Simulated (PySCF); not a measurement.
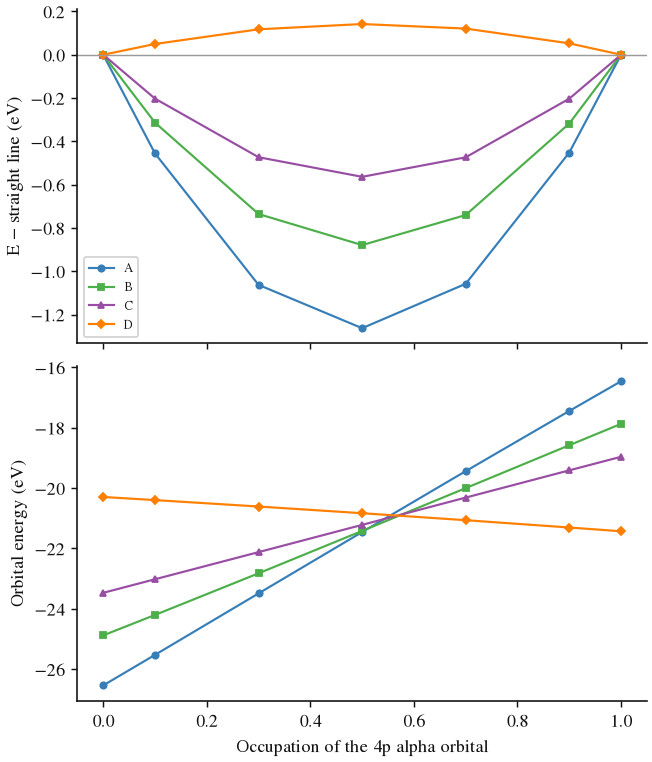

One 4p alpha orbital of Se⁺ ([Ar] 3d¹⁰ 4s² 4p³) is emptied in steps. The plot gives the energy less the straight line between the integer ends; the lower panel gives the orbital energy. PySCF, def2-TZVP, non-relativistic, unrestricted single determinants, no spin-orbit coupling. The curves are BHandHLYP, HF, LDA and PBE0 in some order.

Q: Which curve is which method, and what does its shape mean?

A: A is LDA: convex (delocalisation error), largest departure −1.3 eV, removal energy 21.47 eV, orbital energy from −16.5 eV when full to −26.5 eV when empty; B is PBE0: convex (delocalisation error), largest departure −0.88 eV, removal energy 21.40 eV, orbital energy from −17.9 eV when full to −24.9 eV when empty; C is BHandHLYP: convex (delocalisation error), largest departure −0.56 eV, removal energy 21.22 eV, orbital energy from −19.0 eV when full to −23.5 eV when empty; D is HF: concave (localisation error), largest departure 0.14 eV, removal energy 20.84 eV, orbital energy from −21.4 eV when full to −20.3 eV when empty. The measured removal energy is 21.20 eV. The exact energy is a straight line between whole electron numbers.
